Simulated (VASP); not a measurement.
Band structure of NaHO (space group Cmcm). All values below come from LDA (Ceperley-Alder, Perdew-Zunger), VASP's LDA PAW potentials (set 64) (plane waves; VASP 6.6.1).

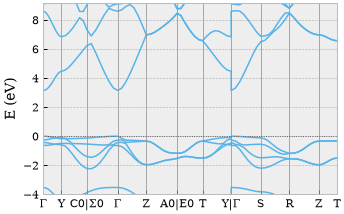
Bands along high-symmetry lines, zero at the valence-band maximum or, without a gap, the Fermi level

Task: Read the plot: is there a gap, and where are the band edges?

Result: The gap is direct, 3.14 eV, from the valence maximum at Γ to the conduction minimum at Γ. (Edges off the drawn lines would not show.)

The structure comes from a computed database's NaHO entry (Cmcm); how it stands against other phases isn't given here. It was relaxed first, which changed the volume by -7 %.
